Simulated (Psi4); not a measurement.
# SiHClF (SMILES F[SiH]Cl) at UMP2/cc-pVDZ-DK (density fitting, density fitting for correlation)

What is the electrostatic solvation energy at fixed shape (ddCOSMO, chlorobenzene) of SiHClF at UMP2/cc-pVDZ-DK (density fitting, density fitting for correlation)? 

Program for the calculation: Psi4 1.11.

4 further runs of the same task are left out: 2 that didn't finish, 2 set aside as unsound or not needed.

## 1. Starting point

The species is SiHClF (4 atoms), meant as a doublet with charge 0. SMILES: `F[SiH]Cl`. The shape is that of a GFN2-xTB optimisation.

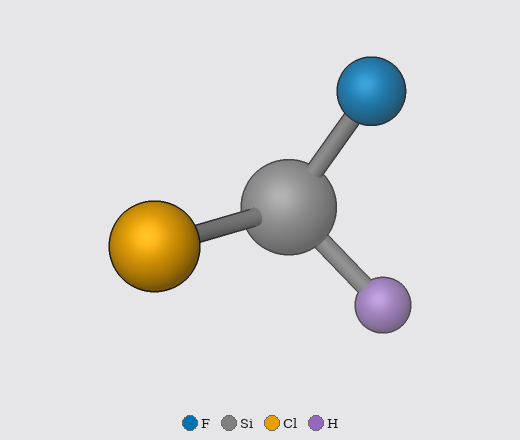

Viewed from a chosen angle; fluorine blue, silicon grey, chlorine amber, hydrogen purple.

## 2. A single-point energy at UMP2/cc-pVDZ-DK (density fitting, density fitting for correlation)

calc.py reads:

```python
import psi4

psi4.set_memory('1600 MB')
psi4.set_num_threads(1)
psi4.set_output_file('output.dat', False)

m = psi4.geometry("""
0 2
F
Si 1 1.619615
Cl 2 2.009339 1 105.90957
H 2 1.445121 1 102.93179 3 -121.85938
symmetry c1
""")

psi4.set_options({
    'reference': 'uhf',
    'scf_type': 'df',
    'freeze_core': True,
    'mp2_type': 'df',
})

result = psi4.energy('mp2/cc-pVDZ-DK')
print(f'mp2/cc-pVDZ-DK energy: {result:.10f} Eh')
for k, v in sorted(psi4.core.scalar_variables().items()):
    print(f'{k:45s} {v:18.10f}')
```

The run is started by

```
$ python calc.py
```

output.dat:

```text
[...]
  Running in c1 symmetry.
[...]
  Nuclear repulsion =  141.879685706433094
[...]
  Multiplicity = 2
[...]
  Nalpha       = 21
  Nbeta        = 20
[...]
    Number of basis functions: 55
[...]
   @DF-UHF iter   1:  -847.97801439459363   -4.84537e-01   5.69617e-03 DIIS/ADIIS
[...]
   @DF-UHF iter  13:  -848.02776529802338   -1.02318e-12   4.72224e-09 DIIS
[...]
   @S^2 Observed:                7.536139202E-01
[...]
    Orbital Energies [Eh]
    ---------------------
    Alpha Occupied:
       1A   -104.583375     2A    -68.777711     3A    -26.282385
       4A    -10.548663     5A     -8.027151     6A     -8.023705
       7A     -8.023085     8A     -6.217639     9A     -4.329944
      10A     -4.323669    11A     -4.321863    12A     -1.593567
      13A     -1.128614    14A     -0.777138    15A     -0.677227
      16A     -0.669618    17A     -0.639339    18A     -0.551458
      19A     -0.507884    20A     -0.490706    21A     -0.367192
    Alpha Virtual:
      22A      0.125446    23A      0.158014    24A      0.216321
      25A      0.353149    26A      0.386630    27A      0.412375
[...]
  @DF-UHF Final Energy:  -848.02776529802338
   => Energetics <=
    Nuclear Repulsion Energy =            141.8796857064330936
    One-Electron Energy =               -1458.6511385685635105
    Two-Electron Energy =                 468.7436875641070628
    Total Energy =                       -848.0277652980233825
  UHF NO Occupations:
  HONO-2 :   19  A 1.9997356
  HONO-1 :   20  A 1.9986763
[...]
 Multipole Moments:
 ------------------------------------------------------------------------------------
     Multipole            Electronic (a.u.)      Nuclear  (a.u.)        Total (a.u.)
 ------------------------------------------------------------------------------------
 L = 1.  Multiply by 2.5417464519 to convert [e a0] to [Debye]
 Dipole X            :          1.1462364           -1.1345472            0.0116891
 Dipole Y            :         -1.2912989            1.7412879            0.4499890
 Dipole Z            :         -0.6030964            1.2055627            0.6024663
 Magnitude           :                                                    0.7520588
[...]
```

On the terminal:

```text
mp2/cc-pVDZ-DK energy: -848.4254702916 Eh
CURRENT CORRELATION ENERGY                         -0.3977049936
CURRENT ENERGY                                   -848.4254702916
CURRENT REFERENCE ENERGY                         -848.0277652980
CUSTOM SCS-MP2 CORRELATION ENERGY                  -0.3860059068
CUSTOM SCS-MP2 TOTAL ENERGY                      -848.4137712048
DD SOLVATION ENERGY                                 0.0000000000
HF KINETIC ENERGY                                 863.2820042720
HF POTENTIAL ENERGY                             -1711.3097695700
HF TOTAL ENERGY                                  -848.0277652980
HF VIRIAL RATIO                                     1.9823299468
MP2 CORRELATION ENERGY                             -0.3977049936
MP2 DOUBLES ENERGY                                 -0.3977049936
MP2 OPPOSITE-SPIN CORRELATION ENERGY               -0.2924279719
MP2 SAME-SPIN CORRELATION ENERGY                   -0.1052770217
MP2 SINGLES ENERGY                                 -0.0000000000
MP2 TOTAL ENERGY                                 -848.4254702916
NUCLEAR REPULSION ENERGY                          141.8796857064
ONE-ELECTRON ENERGY                             -1458.6511385686
PCM POLARIZATION ENERGY                             0.0000000000
PE ENERGY                                           0.0000000000
SCF ITERATION ENERGY                             -848.0277652980
SCF ITERATIONS                                     13.0000000000
SCF TOTAL ENERGY                                 -848.0277652980
SCS-MP2 CORRELATION ENERGY                         -0.3860059068
SCS-MP2 TOTAL ENERGY                             -848.4137712048
TWO-ELECTRON ENERGY                               468.7436875641
```

It took 4.8 s on 1 thread of Intel Xeon Platinum 8175M at 2.50GHz (Skylake/Cascade Lake), shared host; peak memory 0.26 GiB.

## 3. The energy at UMP2/cc-pVDZ-DK (density fitting, density fitting for correlation, ddCOSMO chlorobenzene)

input.in reads:

```
memory 1600 mb

molecule geom {
  0 2
  F     -0.992950    -0.342310     1.062500
  Si    -0.204890    -0.223210    -0.347440
  Cl     1.732630    -0.546640     0.075470
  H     -0.534790     1.112160    -0.790530
  symmetry c1
}

set {
  reference     uhf
  scf_type      df
  freeze_core   true
  mp2_type      df
  ddx           true
  ddx_model     cosmo
  ddx_solvent   chlorobenzene
  ddx_radii_set bondi
}

result = energy("mp2/cc-pVDZ-DK")
print_variables()
```

The run is started by

```
$ psi4 -i input.in -o input.out -n 1
```

input.out:

```text
[...]
  Running in c1 symmetry.
[...]
  Nuclear repulsion =  141.879665378919924
[...]
  Multiplicity = 2
[...]
  Nalpha       = 21
  Nbeta        = 20
[...]
    Number of basis functions: 55
[...]
   @DF-UHF iter   1:  -847.98287860582923   -4.89240e-01   5.60280e-03 DIIS/ADIIS
[...]
   @DF-UHF iter  13:  -848.03098586500562   -4.54747e-12   4.87462e-09 DIIS
[...]
   @S^2 Observed:                7.535148059E-01
[...]
    Orbital Energies [Eh]
    ---------------------
    Alpha Occupied:
       1A   -104.580850     2A    -68.772104     3A    -26.284306
       4A    -10.546259     5A     -8.024731     6A     -8.021318
       7A     -8.020726     8A     -6.212081     9A     -4.324288
      10A     -4.318057    11A     -4.316168    12A     -1.596317
      13A     -1.126469    14A     -0.777289    15A     -0.679235
      16A     -0.672192    17A     -0.637762    18A     -0.547109
      19A     -0.505673    20A     -0.489132    21A     -0.360012
    Alpha Virtual:
      22A      0.133704    23A      0.164361    24A      0.223942
      25A      0.360731    26A      0.395225    27A      0.419752
[...]
  @DF-UHF Final Energy:  -848.03098586500562
   => Energetics <=
    Nuclear Repulsion Energy =            141.8796653789199240
    One-Electron Energy =               -1458.6993845479764786
    Two-Electron Energy =                 468.7922725748275070
    DD Solvation Energy =                 -0.0035392707766764
    Total Energy =                       -848.0309858650056185
  UHF NO Occupations:
  HONO-2 :   19  A 1.9997503
[...]
 Multipole Moments:
 ------------------------------------------------------------------------------------
     Multipole            Electronic (a.u.)      Nuclear  (a.u.)        Total (a.u.)
 ------------------------------------------------------------------------------------
 L = 1.  Multiply by 2.5417464519 to convert [e a0] to [Debye]
 Dipole X            :          0.6288690           -0.7707794           -0.1419105
 Dipole Y            :         -1.3724718            1.5277147            0.1552429
 Dipole Z            :          0.8427423           -1.6866096           -0.8438672
 Magnitude           :                                                    0.8696844
[...]
```

Run time: 35 s. Hardware: 1 thread of Intel Xeon Platinum 8175M at 2.50GHz (Skylake/Cascade Lake), shared host; peak memory 0.27 GiB.

## 4. Outcome

At UMP2/cc-pVDZ-DK (density fitting, density fitting for correlation), 11 core orbitals frozen:

| quantity | value |
| --- | --- |
| gas phase: total energy | -848.42547 Eh |
| gas phase: HOMO energy (Hartree–Fock orbitals) (highest over α and β) | -9.99 eV |
| gas phase: LUMO energy (Hartree–Fock orbitals) (lowest over α and β) | 0.99 eV |
| gas phase: correlation energy (11 core orbitals frozen) | -397.7 mEh |
| gas phase: ⟨S²⟩ of the reference determinant | 0.754 |
| ddCOSMO, chlorobenzene: total energy | -848.42750 Eh |
| ddCOSMO, chlorobenzene: HOMO energy (Hartree–Fock orbitals) (highest over α and β) | -9.80 eV |
| ddCOSMO, chlorobenzene: LUMO energy (Hartree–Fock orbitals) (lowest over α and β) | 1.26 eV |
| ddCOSMO, chlorobenzene: correlation energy (11 core orbitals frozen) | -396.5 mEh |
| ddCOSMO, chlorobenzene: solvent term in the energy | -9.3 kJ/mol |
| ddCOSMO, chlorobenzene: ⟨S²⟩ of the reference determinant | 0.754 |
| energy change from gas to solvent at fixed shape | -0.055 eV |

**Reading.** The solvent model (ddCOSMO, chlorobenzene) lowers the energy by 0.06 eV (−1.3 kcal/mol) at the same shape. It holds the electrostatic part alone, without cavity or dispersion terms. The basis (gas phase) was made for a relativistic Hamiltonian, but the run is non-relativistic. The basis (ddCOSMO, chlorobenzene) was made for a relativistic Hamiltonian, but the run is non-relativistic.
